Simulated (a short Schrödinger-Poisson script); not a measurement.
Stack: symmetric double-gate stack, Al2O3 on p-type Si(111), at 77 K.

| layer | material | thickness (nm) | Na (cm⁻³) |
|---|---|---|---|
| 1 | Al2O3 | 6.7 | - |
| 2 | Si | 4 | 1e15 |
| 3 | Al2O3 | 6.7 | - |

Constants are typed, rounded textbook-type inputs, not results; the design itself was drawn at random and stands for no fabricated device. Al2O3: permittivity 9, conduction-band edge (eV) 2.7, gap (eV) 6.8, electron mass (mₑ) 0.3. Si: permittivity 11.7, conduction-band edge (eV) 0, gap (eV) 1.124, Nv at 300 K (cm⁻³) 3.1e19.

Channel valleys (confinement mass, in-plane density-of-states mass, number): Δ6 0.258, 0.358, 6. At the gates, both at one voltage, the conduction-band edge of layer 1 lies 3.27 eV − eVg above the Fermi level of the channel. Gaps are held at their typed values at every temperature. Mesh 0.03 nm at interfaces.

Solved with a short Schrödinger-Poisson script written for these runs: 1D Poisson equation in equilibrium, electrons quantum, Hartree (BenDaniel-Duke, 12 states a valley, the channel's in-plane mass for all, wave functions ending at the dielectric), parabolic valleys, classical holes, full ionisation, no traps, pinning or gate leakage.

Only gate voltages with over 1e8 electrons/cm² are shown.

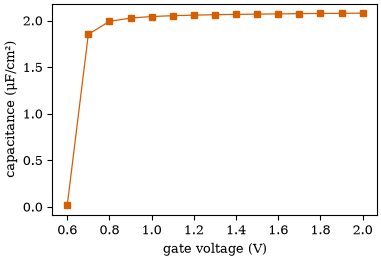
Figure. Quasi-static capacitance against gate voltage

```csv
Vg (V),electrons (cm⁻²),C (μF/cm²),Δ6 E0 (meV),Δ6 E1 (meV)
0.6,5.91e8,0.0153,61.2,334.4
0.7,6.91e11,1.85,13.9,285.7
0.8,1.90e12,1.99,6.5,276.0
0.9,3.16e12,2.03,2.4,269.4
1,4.43e12,2.04,-0.7,264.0
1.1,5.71e12,2.05,-3.2,259.1
1.2,6.99e12,2.06,-5.3,254.5
1.3,8.28e12,2.06,-7.3,250.1
1.4,9.57e12,2.07,-9.2,245.8
1.5,1.09e13,2.07,-10.9,241.7
1.6,1.22e13,2.07,-12.6,237.7
1.7,1.34e13,2.07,-14.3,233.7
1.8,1.47e13,2.08,-15.8,229.8
1.9,1.60e13,2.08,-17.4,226.0
2,1.73e13,2.08,-18.9,222.2
```

Subbands count from the Fermi level. The capacitance is that of both gates.
